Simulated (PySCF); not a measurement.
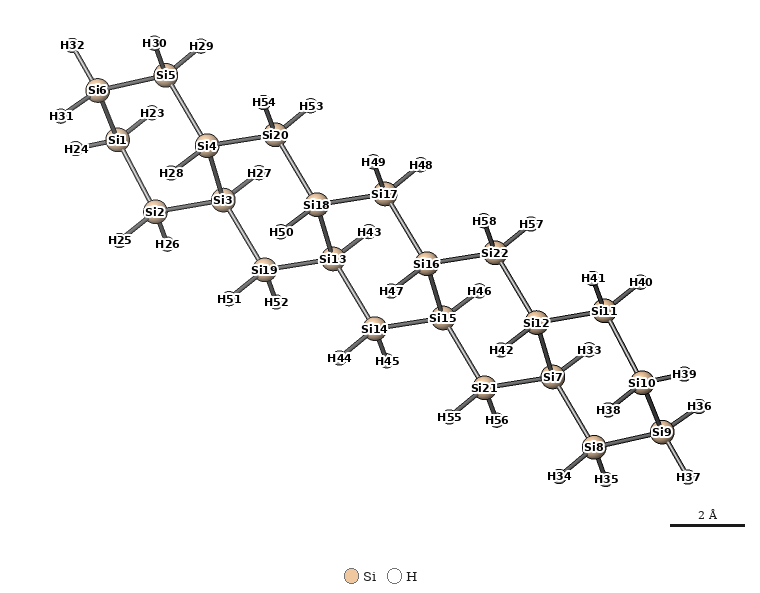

**Figure 1.** The structure (ball-and-stick view, seen at a tilt; atoms are numbered from 1 in the order of the input). Bond lengths as drawn: H–Si 1.47 to 1.49 Å and Si–Si 2.32 to 2.36 Å.

Run report: Si$_{22}$H$_{36}$, NMR shielding calculation

System: Si$_{22}$H$_{36}$.
Method: GIAO KT3/pcSseg-1 NMR shielding, non-relativistic, gas phase (PySCF 2.14.0).

The geometry comes from this level: GFN2-xTB. Figures and captions count atoms from 1; the log counts them from 0 in places.

**Output**
```
start: PBE on a coarse grid of 55550 points
cycle   1  E = -6386.9391030817  dE =  4.679e-01  |g| = 4.107e-01  |ddm| = 7.378e+00
cycle   2  E = -6386.9701021210  dE = -3.100e-02  |g| = 2.586e-01  |ddm| = 8.915e-01
cycle   3  E = -6386.9843893931  dE = -1.429e-02  |g| = 1.240e-01  |ddm| = 6.168e-01
cycle   4  E = -6386.9908958754  dE = -6.506e-03  |g| = 1.876e-02  |ddm| = 2.999e-01
cycle   5  E = -6386.9910073321  dE = -1.115e-04  |g| = 8.297e-03  |ddm| = 4.858e-02
final grid: 419918 points
cycle   6  E = -6441.5493783571  dE = -1.196e-01  |g| = 5.607e-01  |ddm| = 1.380e+00
cycle   7  E = -6441.5614977741  dE = -1.212e-02  |g| = 2.639e-01  |ddm| = 6.220e-01
cycle   8  E = -6441.5659153072  dE = -4.418e-03  |g| = 3.704e-02  |ddm| = 2.686e-01
cycle   9  E = -6441.5664665467  dE = -5.512e-04  |g| = 8.485e-03  |ddm| = 8.696e-02
cycle  10  E = -6441.5664957529  dE = -2.921e-05  |g| = 1.443e-03  |ddm| = 2.168e-02
cycle  11  E = -6441.5664963573  dE = -6.044e-07  |g| = 6.665e-04  |ddm| = 3.867e-03
cycle  12  E = -6441.5664975418  dE = -1.184e-06  |g| = 2.577e-04  |ddm| = 1.886e-03
cycle  13  E = -6441.5664960827  dE =  1.459e-06  |g| = 4.395e-05  |ddm| = 5.712e-04
converged SCF energy = -6441.5664960827

GIAO shielding tensors (ppm)
atom      isotropic    diamagn.    paramagn.     s11        s22        s33       span
  0 Si     474.079     880.883    -406.804    453.536    476.592    492.109     38.573
  1 Si     468.793     883.272    -414.480    445.994    468.581    491.804     45.809
  2 Si     475.550     886.836    -411.286    444.504    489.057    493.090     48.586
  3 Si     475.384     886.827    -411.443    444.312    489.090    492.751     48.439
  4 Si     468.353     883.279    -414.926    445.573    468.293    491.194     45.621
  5 Si     473.914     880.889    -406.975    453.476    476.375    491.890     38.414
  6 Si     475.461     886.834    -411.374    444.394    489.157    492.831     48.436
  7 Si     468.603     883.277    -414.674    445.828    468.548    491.432     45.605
  8 Si     474.150     880.895    -406.744    453.483    476.643    492.325     38.843
  9 Si     474.245     880.896    -406.651    453.708    476.826    492.200     38.492
 10 Si     468.779     883.300    -414.521    446.016    468.731    491.591     45.575
 11 Si     475.486     886.856    -411.370    444.364    489.135    492.958     48.594
 12 Si     473.905     888.179    -414.274    439.255    486.837    495.621     56.365
 13 Si     464.674     886.805    -422.131    433.749    471.079    489.194     55.445
 14 Si     473.871     888.188    -414.318    439.176    486.883    495.553     56.377
 15 Si     473.707     888.176    -414.469    438.927    486.618    495.574     56.646
 16 Si     464.395     886.808    -422.413    433.450    470.877    488.857     55.407
 17 Si     473.914     888.180    -414.266    439.321    486.728    495.692     56.371
 18 Si     464.091     885.992    -421.901    433.708    470.218    488.348     54.641
 19 Si     464.150     885.991    -421.840    433.786    470.071    488.594     54.807
 20 Si     463.995     885.992    -421.998    433.598    470.196    488.191     54.593
 21 Si     463.882     885.999    -422.117    433.344    470.054    488.247     54.904
 22 H       28.211      28.329      -0.118     25.222     26.214     33.199      7.977
 23 H       28.044      25.316       2.728     23.608     25.179     35.344     11.736
 24 H       28.220      30.159      -1.939     24.797     26.978     32.885      8.088
 25 H       28.067      29.025      -0.958     23.018     26.669     34.514     11.496
 26 H       28.106      34.521      -6.416     24.854     27.808     31.654      6.800
 27 H       28.102      34.517      -6.415     24.857     27.803     31.645      6.788
 28 H       28.205      30.165      -1.960     24.791     26.966     32.859      8.069
 29 H       28.052      29.034      -0.982     23.010     26.657     34.489     11.479
 30 H       28.207      28.332      -0.126     25.218     26.210     33.192      7.974
 31 H       28.039      25.318       2.721     23.605     25.177     35.335     11.729
 32 H       28.102      34.518      -6.415     24.856     27.803     31.649      6.793
 33 H       28.214      30.157      -1.944     24.796     26.972     32.873      8.078
 34 H       28.062      29.032      -0.970     23.014     26.663     34.507     11.492
 35 H       28.215      28.343      -0.128     25.222     26.220     33.201      7.979
 36 H       28.047      25.328       2.720     23.611     25.181     35.350     11.740
 37 H       28.217      28.339      -0.122     25.227     26.220     33.205      7.978
 38 H       28.051      25.332       2.719     23.611     25.184     35.357     11.746
 39 H       28.220      30.176      -1.956     24.801     26.978     32.880      8.080
 40 H       28.068      29.046      -0.979     23.018     26.670     34.516     11.498
 41 H       28.103      34.530      -6.427     24.855     27.806     31.648      6.793
 42 H       27.995      36.040      -8.044     24.591     28.210     31.185      6.595
 43 H       28.145      34.969      -6.824     23.991     28.345     32.100      8.110
 44 H       28.075      34.043      -5.967     22.291     27.899     34.036     11.745
 45 H       27.995      36.046      -8.051     24.593     28.210     31.183      6.590
 46 H       27.991      36.042      -8.050     24.588     28.210     31.176      6.588
 47 H       28.139      34.973      -6.834     23.991     28.339     32.087      8.096
 48 H       28.067      34.046      -5.979     22.290     27.890     34.023     11.733
 49 H       27.996      36.042      -8.046     24.589     28.213     31.187      6.598
 50 H       28.137      34.179      -6.042     24.090     28.171     32.152      8.062
 51 H       28.062      33.293      -5.231     22.341     27.773     34.072     11.732
 52 H       28.141      34.182      -6.041     24.093     28.174     32.155      8.062
 53 H       28.064      33.295      -5.230     22.345     27.774     34.074     11.729
 54 H       28.134      34.178      -6.043     24.086     28.170     32.147      8.062
 55 H       28.057      33.288      -5.231     22.339     27.769     34.064     11.725
 56 H       28.133      34.184      -6.052     24.085     28.171     32.142      8.058
 57 H       28.055      33.295      -5.241     22.339     27.766     34.059     11.721
```

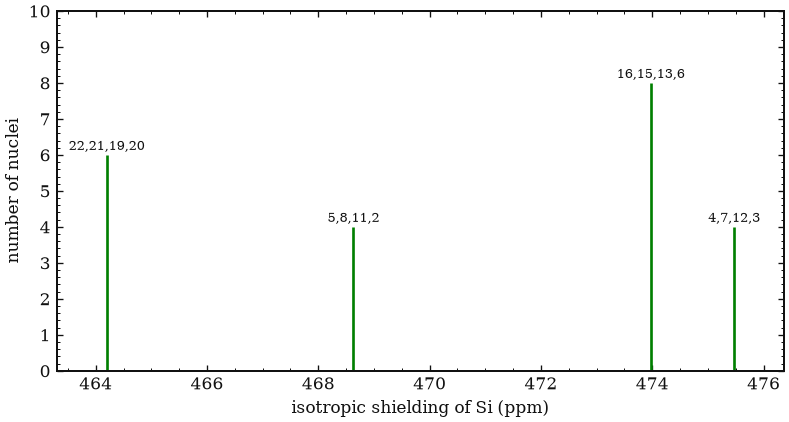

**Figure 2.** Isotropic shieldings of the silicon nuclei in this fixed geometry, labelled by atom number; shielding grows to the right, so chemical shift grows to the left. The least shielded is Si22 (463.9 ppm), the most shielded Si3 (475.6 ppm).

This output came from the following input.

**Input**
```
{"job": {"kind": "nmr", "xc": "KT3", "basis": "pcSseg-1", "pop": false}, "charge": 0, "multiplicity": 1}
Si     9.925349     1.108101    -0.354148
Si     7.995377     2.214207     0.330241
Si     6.005302     1.147007    -0.276268
Si     6.004623    -1.146266     0.276517
Si     7.995914    -2.214662    -0.330737
Si     9.925892    -1.106348     0.354609
Si    -6.005216     1.147260    -0.276435
Si    -7.995830     2.214438     0.330521
Si    -9.924871     1.106457    -0.354946
Si    -9.924661    -1.107097     0.354108
Si    -7.995696    -2.213829    -0.330094
Si    -6.005953    -1.145950     0.276388
Si     2.005023     1.146178    -0.277925
Si     0.000171     2.186231     0.325371
Si    -2.004326     1.146383    -0.278288
Si    -2.003481    -1.143794     0.278125
Si     0.000820    -2.186168    -0.325754
Si     2.004815    -1.144161     0.278211
Si     4.006125     2.185526     0.336334
Si     4.004415    -2.184638    -0.335283
Si    -4.005351     2.186149     0.335633
Si    -4.005164    -2.185124    -0.334627
H      9.974252     1.122398    -1.826244
H     11.156528     1.820139     0.021431
H      8.013608     2.292403     1.801774
H      7.988904     3.627522    -0.079538
H      6.013440     1.137557    -1.763567
H      6.013286    -1.135354     1.764049
H      8.013283    -2.290705    -1.803160
H      7.988959    -3.628382     0.080447
H      9.974640    -1.121482     1.826949
H     11.155932    -1.820405    -0.021766
H     -6.013189     1.136181    -1.763892
H     -8.012865     2.291228     1.802465
H     -7.989840     3.627712    -0.080255
H     -9.972451     1.121884    -1.826974
H    -11.155930     1.819684     0.018088
H     -9.973431    -1.120135     1.825972
H    -11.155105    -1.820257    -0.020248
H     -8.012646    -2.290547    -1.801697
H     -7.988704    -3.626855     0.080326
H     -6.012708    -1.136024     1.763836
H      2.012766     1.139513    -1.765276
H      0.000160     2.275718     1.797241
H     -0.000584     3.599914    -0.090522
H     -2.011799     1.139070    -1.765560
H     -2.011005    -1.138502     1.765665
H     -0.000095    -2.274116    -1.797968
H     -0.000031    -3.600018     0.091066
H      2.011813    -1.139721     1.765482
H      4.015014     2.262318     1.808833
H      4.016278     3.599807    -0.076774
H      4.014855    -2.262813    -1.807552
H      4.015240    -3.598871     0.077755
H     -4.014664     2.263389     1.808256
H     -4.014942     3.600284    -0.078944
H     -4.012944    -2.263243    -1.807333
H     -4.014663    -3.599658     0.079526
```

The first line tells a small driver script what to run in PySCF; the rest is the geometry in Å.

Command:
```bash
OMP_NUM_THREADS=2 python <driver script> task.json out
```

**Summary**

```csv
quantity,value
outcome,converged
total energy,−6441.566496 hartree
HOMO,−6.47 eV
LUMO,−2.83 eV
dipole moment,0.01 D
"isotropic shielding, Si",463.9 to 475.6 ppm
"isotropic shielding, H",28.0 to 28.2 ppm
hardware,"2 CPU threads, shared host"
wall time,92 s (CPU time 2.8 min)
peak memory,1.1 GiB
```
